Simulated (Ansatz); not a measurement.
# CH6GaN (SMILES [CH3][GaH][NH2]): levels of theory compared

We compute a comparison of 5 runs (HF/6-31G*, BLYP/6-31G*, CAM-B3LYP/6-31G*, SVWN5/6-31G*, BCCD(T)/6-31G*) of CH6GaN. 

The results are computed with Ansatz 0.2.0.

65 further runs of the same task are left out: 1 that didn't finish, 64 set aside as unsound or not needed.

### Step 1. The structure to begin with

The species is CH6GaN (9 atoms), meant as a singlet with charge 0. SMILES: `[CH3][GaH][NH2]`. The Ga2–N3 distance was set to 3.274 Å, away from the relaxed value. At this shape a bond of the SMILES string is far longer than usual.

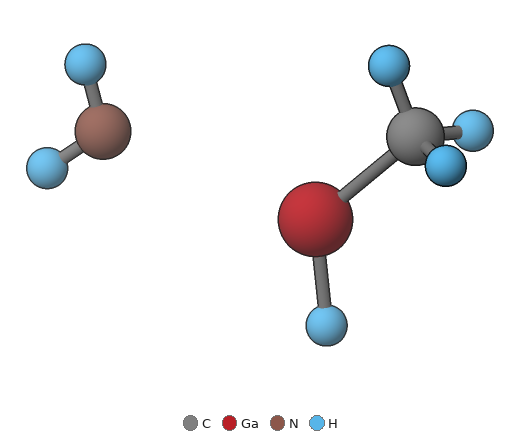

Viewed from a chosen angle; carbon grey, gallium red, nitrogen brown, hydrogen blue.

### Step 2. The energy at HF/6-31G(d) (spherical functions) (run 1)

Input file job.yaml:

```yaml
crystal:
  periodic: [false, false, false]
  atoms:
    - {symbol: C, position_ang: [0.186181, 1.165260, -2.485763]}
    - {symbol: Ga, position_ang: [0.978681, -0.311340, -1.465363]}
    - {symbol: "N", position_ang: [-0.068200, -0.807600, 1.596800]}
    - {symbol: H, position_ang: [-0.290719, 0.788860, -3.394063]}
    - {symbol: H, position_ang: [0.958681, 1.872760, -2.796563]}
    - {symbol: H, position_ang: [-0.561019, 1.704060, -1.901063]}
    - {symbol: H, position_ang: [2.083181, -1.300740, -1.969663]}
    - {symbol: H, position_ang: [0.276500, -1.536600, 2.197700]}
    - {symbol: H, position_ang: [-0.771600, -0.251300, 2.052200]}
basis:
  gaussian: {orbitals: 6-31G_st_-spherical.json}
magnetization: {spin_polarized: false, initial_magnetization: 0}
hamiltonian: {xc: hf}
accuracy: high
output: {orbitals: {seedname: orbitals}}
```

The basis set 6-31G* is read from a file made from the Basis Set Exchange's data (not shown).

The run is started by

```sh
$ ansatz run job.yaml --threads 1 --pin off --max-ram 3480MiB --events-out events.jsonl --progress --plain --runs-dir runs
```

Standard output:

```text
Warning: RAYON_NUM_THREADS=1 ignored (pool sized by the plan → 1); use --threads N
Functional definition: HF
  name "HF"
  exchange = exact_x
  correlation = 0
1583 factors; integrals over basis functions are off by at most 1.2e-8 eV
mean field evaluation 1: about -54922.9821 eV, gradient 4.5e1 eV
mean field evaluation 2: about -54923.0328 eV, gradient 4.5e1 eV
mean field evaluation 4: about -54928.0414 eV, gradient 1.1e1 eV
mean field evaluation 8: about -54928.5418 eV, gradient 4.3e-1 eV
mean field evaluation 16: about -54928.5526 eV, gradient 7.8e-7 eV
mean field -54928.55261686 eV, -2018.5870767595 hartree, gradient 2.8e-8 eV, S^2 0.000000; 0 other end points of the search recorded, 0 dependent functions left out
reference -54928.55261686 eV, -2018.5870767595 hartree; 25, 25 occupied and 47, 47 virtual orbitals, 1583 factors
Total energy: -54928.55261686 eV, -2018.5870767595 hartree
```

Wall time 2.1 s (1 thread of Arm Neoverse V1, shared host); peak memory 0.17 GiB.

### Step 3. The energy at BLYP/6-31G(d) (spherical functions) (run 2)

Input file input.yaml:

```yaml
basis:
  gaussian: {orbitals: 6-31G_st_-spherical.json}
crystal:
  periodic: [false, false, false]
  atoms:
    - {symbol: C, position_ang: [0.186181, 1.165260, -2.485763]}
    - {symbol: Ga, position_ang: [0.978681, -0.311340, -1.465363]}
    - {symbol: "N", position_ang: [-0.068200, -0.807600, 1.596800]}
    - {symbol: H, position_ang: [-0.290719, 0.788860, -3.394063]}
    - {symbol: H, position_ang: [0.958681, 1.872760, -2.796563]}
    - {symbol: H, position_ang: [-0.561019, 1.704060, -1.901063]}
    - {symbol: H, position_ang: [2.083181, -1.300740, -1.969663]}
    - {symbol: H, position_ang: [0.276500, -1.536600, 2.197700]}
    - {symbol: H, position_ang: [-0.771600, -0.251300, 2.052200]}
output: {orbitals: {seedname: orbitals}}
hamiltonian: {xc: {name: BLYP}}
accuracy: high
```

The basis set 6-31G* is read from a file made from the Basis Set Exchange's data (not shown).

The run is started by

```sh
$ ansatz run input.yaml --threads 1 --pin off --max-ram 3480MiB --events-out events.jsonl --progress --plain --runs-dir runs
```

Standard output:

```text
Warning: RAYON_NUM_THREADS=1 ignored (pool sized by the plan → 1); use --threads N
Functional definition: BLYP
  name "BLYP"
  parameter beta = 0.0042
  parameter a = 0.04918
  parameter b = 0.132
  parameter c = 0.2533
  parameter d = 0.349
  exchange = b88_x(beta = beta)
  correlation = lyp_c(a = a, b = b, c = c, d = d)
1583 factors; integrals over basis functions are off by at most 1.2e-8 eV
mean field evaluation 1: about -54970.2400 eV, gradient 9.6e1 eV
mean field evaluation 2: about -54839.6403 eV, gradient 1.7e2 eV
mean field evaluation 4: about -54988.7713 eV, gradient 2.6e1 eV
mean field evaluation 8: about -54991.7576 eV, gradient 7.4e0 eV
mean field evaluation 16: about -54991.9120 eV, gradient 2.0e-2 eV
mean field evaluation 32: about -54988.9878 eV, gradient 1.6e1 eV
mean field -54991.91195397 eV, -2020.9154894517 hartree, gradient 2.6e-8 eV, S^2 0.000000; 4 other end points of the search recorded, 0 dependent functions left out
reference -54991.91201312 eV, -2020.9154916253 hartree; 25, 25 occupied and 47, 47 virtual orbitals, 1583 factors
Total energy: -54991.91201312 eV, -2020.9154916253 hartree
```

Wall time 7.5 s (1 thread of Arm Neoverse V1, shared host); peak memory 0.18 GiB.

Run 3 isn't shown in full; the table further down has it.

### Step 4. A single-point energy at SVWN5/6-31G(d) (spherical functions) (run 4)

Input file molecule.yaml:

```yaml
crystal:
  periodic: [false, false, false]
  atoms:
    - symbol: C
      position_ang: [0.186181, 1.165260, -2.485763]
    - symbol: Ga
      position_ang: [0.978681, -0.311340, -1.465363]
    - symbol: N
      position_ang: [-0.068200, -0.807600, 1.596800]
    - symbol: H
      position_ang: [-0.290719, 0.788860, -3.394063]
    - symbol: H
      position_ang: [0.958681, 1.872760, -2.796563]
    - symbol: H
      position_ang: [-0.561019, 1.704060, -1.901063]
    - symbol: H
      position_ang: [2.083181, -1.300740, -1.969663]
    - symbol: H
      position_ang: [0.276500, -1.536600, 2.197700]
    - symbol: H
      position_ang: [-0.771600, -0.251300, 2.052200]
basis:
  gaussian:
    orbitals: 6-31G_st_-spherical.json
output: {orbitals: {seedname: orbitals}}
hamiltonian:
  xc: {name: SVWN5}
accuracy: high
```

The basis set 6-31G* is read from a file made from the Basis Set Exchange's data (not shown).

The run is started by

```sh
$ ansatz run molecule.yaml --threads 1 --pin off --max-ram 3480MiB --events-out events.jsonl --progress --plain --runs-dir runs
```

Standard output:

```text
Warning: RAYON_NUM_THREADS=1 ignored (pool sized by the plan → 1); use --threads N
Functional definition: SVWN5
  name "SVWN5"
  exchange = slater_x
  correlation = vwn5_c
1583 factors; integrals over basis functions are off by at most 1.2e-8 eV
mean field evaluation 1: about -54864.3113 eV, gradient 9.5e1 eV
mean field evaluation 2: about -54735.7203 eV, gradient 1.7e2 eV
mean field evaluation 4: about -54882.0814 eV, gradient 2.7e1 eV
mean field evaluation 8: about -54885.0312 eV, gradient 9.4e0 eV
mean field evaluation 16: about -54876.5315 eV, gradient 3.8e1 eV
mean field evaluation 32: about -54881.3717 eV, gradient 3.0e1 eV
mean field -54885.31074557 eV, -2016.9979673001 hartree, gradient 2.3e-8 eV, S^2 0.000000; 4 other end points of the search recorded, 0 dependent functions left out
reference -54885.31075013 eV, -2016.9979674673 hartree; 25, 25 occupied and 47, 47 virtual orbitals, 1583 factors
Total energy: -54885.31075013 eV, -2016.9979674673 hartree
```

Wall time 4.8 s (1 thread of Arm Neoverse V1, shared host); peak memory 0.18 GiB.

### Step 5. The energy at BCCD(T)/6-31G(d) (spherical functions) (run 5)

job.yaml, as its differences from that of step 2:

```diff
@@ -14,5 +14,4 @@
   gaussian: {orbitals: 6-31G_st_-spherical.json}
-magnetization: {spin_polarized: false, initial_magnetization: 0}
-hamiltonian: {xc: hf}
+correlation: {method: bccd_t, frozen_orbitals: {C: 1, Ga: 9, H: 0, "N": 1}}
 accuracy: high
-output: {orbitals: {seedname: orbitals}}
+scf: {omitted_lower_state_checks: [cluster_reference, increment]}
```

The basis set 6-31G* is read from a file made from the Basis Set Exchange's data (not shown).

The run is started by

```sh
$ ansatz run job.yaml --threads 1 --pin off --max-ram 3480MiB --events-out events.jsonl --progress --plain --runs-dir runs
```

Standard output:

```text
Warning: RAYON_NUM_THREADS=1 ignored (pool sized by the plan → 1); use --threads N
[... 4 set-up lines as earlier in the session ...]
these checks for a lower state are left out or cut short: cluster_reference, increment
1583 factors; integrals over basis functions are off by at most 1.2e-8 eV
mean field evaluation 1: about -54922.9821 eV, gradient 4.5e1 eV
mean field evaluation 2: about -54923.0328 eV, gradient 4.5e1 eV
mean field evaluation 4: about -54928.0414 eV, gradient 1.1e1 eV
mean field evaluation 8: about -54928.5418 eV, gradient 4.3e-1 eV
mean field evaluation 16: about -54928.5526 eV, gradient 7.8e-7 eV
mean field -54928.55261686 eV, -2018.5870767595 hartree, gradient 2.8e-8 eV, S^2 0.000000; 0 other end points of the search recorded, 0 dependent functions left out; unrestricted orbitals would lower it
11 core orbitals not correlated: weight in the atoms' cores, before any rotation towards them, 1.000 or more for the frozen orbitals, at most 0.000 for the correlated occupied ones
reference -54928.55261686 eV, -2018.5870767595 hartree; 14, 14 occupied and 47, 47 virtual orbitals, 1583 factors
second order -14.84534864 eV of doubles, -0.00000000 eV of singles
cycle   1  -14.53896679 eV  change    3.1e-1 eV  update   1.7e-1
cycle   2  -15.05534661 eV  change   -5.2e-1 eV  update   9.6e-2
cycle   3  -15.30162856 eV  change   -2.5e-1 eV  update   6.5e-2
cycle   4  -15.31778242 eV  change   -1.6e-2 eV  update   3.0e-2
cycle   5  -15.28168159 eV  change    3.6e-2 eV  update   1.4e-2
cycle   6  -15.27519232 eV  change    6.5e-3 eV  update   7.5e-3
cycle   7  -15.27373395 eV  change    1.5e-3 eV  update   5.1e-3
cycle   8  -15.27049526 eV  change    3.2e-3 eV  update   3.5e-3
cycle   9  -15.26423264 eV  change    6.3e-3 eV  update   2.2e-3
cycle  10  -15.26441717 eV  change   -1.8e-4 eV  update   9.8e-4
cycle  11  -15.26285284 eV  change    1.6e-3 eV  update   4.1e-4
cycle  12  -15.26263396 eV  change    2.2e-4 eV  update   2.2e-4
cycle  13  -15.26278101 eV  change   -1.5e-4 eV  update   1.5e-4
cycle  14  -15.26269881 eV  change    8.2e-5 eV  update   1.0e-4
cycle  15  -15.26273186 eV  change   -3.3e-5 eV  update   1.0e-4
cycle  16  -15.26272740 eV  change    4.5e-6 eV  update   1.0e-4
cycle  17  -15.26272012 eV  change    7.3e-6 eV  update   1.0e-4
cycle  18  -15.26272361 eV  change   -3.5e-6 eV  update   9.9e-5
cycle  19  -15.26271130 eV  change    1.2e-5 eV  update   9.9e-5
cycle  20  -15.26269392 eV  change    1.7e-5 eV  update   9.9e-5
cycle  21  -15.26268673 eV  change    7.2e-6 eV  update   9.5e-5
cycle  22  -15.26277035 eV  change   -8.4e-5 eV  update   8.4e-5
cycle  23  -15.26275218 eV  change    1.8e-5 eV  update   5.6e-5
cycle  24  -15.26272174 eV  change    3.0e-5 eV  update   3.7e-5
cycle  25  -15.26272353 eV  change   -1.8e-6 eV  update   1.9e-5
cycle  26  -15.26272787 eV  change   -4.3e-6 eV  update   9.5e-6
cycle  27  -15.26274097 eV  change   -1.3e-5 eV  update   6.4e-6
cycle  28  -15.26273952 eV  change    1.4e-6 eV  update   2.4e-6
cycle  29  -15.26274639 eV  change   -6.9e-6 eV  update   1.9e-6
cycle  30  -15.26274479 eV  change    1.6e-6 eV  update   9.1e-7
cycle  31  -15.26274563 eV  change   -8.4e-7 eV  update   7.9e-7
cycle  32  -15.26274651 eV  change   -8.8e-7 eV  update   3.2e-7
cycle  33  -15.26274661 eV  change   -9.4e-8 eV  update   2.0e-7
cycle  34  -15.26274684 eV  change   -2.4e-7 eV  update   1.4e-7
cycle  35  -15.26274696 eV  change   -1.1e-7 eV  update   9.4e-8
cycle  36  -15.26274700 eV  change   -3.8e-8 eV  update   7.1e-8
cycle  37  -15.26274696 eV  change    3.6e-8 eV  update   5.1e-8
cycle  38  -15.26274694 eV  change    2.4e-8 eV  update   3.0e-8
cycle  39  -15.26274693 eV  change    7.1e-9 eV  update   1.2e-8
cycle  40  -15.26274691 eV  change    1.5e-8 eV  update   7.4e-9
cycle  41  -15.26274692 eV  change   -8.6e-9 eV  update   3.5e-9
cycle  42  -15.26274692 eV  change    3.6e-9 eV  update   3.0e-9
cycle  43  -15.26274692 eV  change    2.7e-9 eV  update   1.2e-9
perturbative correction -0.61045967 eV, -0.0224339791 hartree
Total energy: -54944.42582345 eV, -2019.1704063423 hartree
Checks for a lower state left out: cluster_reference, increment
```

It took 23 s on 1 thread of Arm Neoverse V1, shared host; peak memory 0.39 GiB.

### Step 6. The series

| run | level | frozen core orbitals | energy (Eh) | wall time |
| --- | --- | --- | --- | --- |
| 1 | HF/6-31G* (spherical functions) | – | -2018.587077 | 2.1 s |
| 2 | BLYP/6-31G* (spherical functions) | – | -2020.915492 | 7.5 s |
| 3 | CAM-B3LYP/6-31G* (spherical functions) | – | -2020.932647 | 11 s |
| 4 | SVWN5/6-31G* (spherical functions) | – | -2016.997967 | 4.8 s |
| 5 | BCCD(T)/6-31G* (spherical functions) | 11 | -2019.170406 | 23 s |

### Step 7. Results

| quantity | value |
| --- | --- |
| run 5: total energy | -2019.17041 Eh |
| run 5: correlation energy (11 core orbitals frozen) | -583.3 mEh |
| run 5: (T) correction | -22.43 mEh |

What this shows: Totals of different functionals can't be ranked against each other. In run 5 the log says that unrestricted orbitals would lower the reference, so the values rest on an unstable closed-shell determinant (other closed-shell runs at this shape may share the fault). All runs together took 48 s, the longest 23 s.
